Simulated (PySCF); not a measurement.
Vertical excitations of a molecule CH6FNO2Si from TDA-PBE/def2-SVPD in PySCF, as energy in eV (oscillator strength): 5.16 (0.006), 5.98 (0.002), 6.44 (0.002), 6.96 (0.020), 7.01 (0.029), 7.42 (0.035), 7.51 (0.055), 7.83 (0.034), 7.91 (0.026), 7.99 (0.040). Lowest triplet (TDA): 5.04 eV. Geometry: PBE0-D3(BJ)/def2-SVP. Other conformers were not sampled.

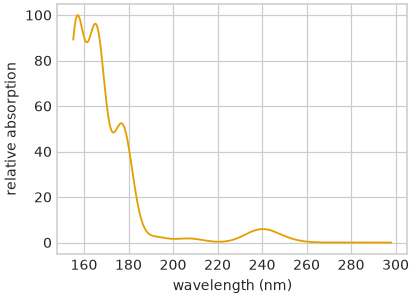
Figure. The lines broadened by 0.4 eV.

Question: Which molecule gave these data?
A. N[Si](O)(O)CF
B. CN[Si](O)(O)F
C. CO[Si@](N)(O)F
D. NC[Si](O)(O)F

Answer: B, CN[Si](O)(O)F
